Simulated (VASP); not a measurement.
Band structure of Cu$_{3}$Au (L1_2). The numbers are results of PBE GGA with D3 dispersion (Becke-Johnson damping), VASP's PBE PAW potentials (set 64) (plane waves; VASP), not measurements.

Unless said otherwise, spin-orbit coupling is left out, though it shifts the bands of the heavy elements here.

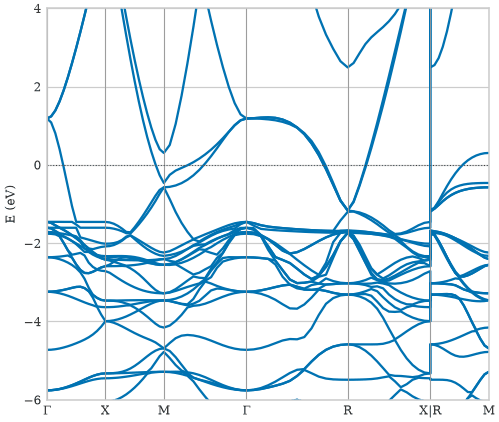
Figure. Bands along high-symmetry lines, zero at the valence-band maximum or, without a gap, the Fermi level

Q: Read the plot: is there a gap, and where are the band edges?

A: It has no gap at this level: it comes out as a metal or semimetal. (Edges off the drawn lines would not show.)

The compound is Cu3Au in the L1_2 structure. It was relaxed first.
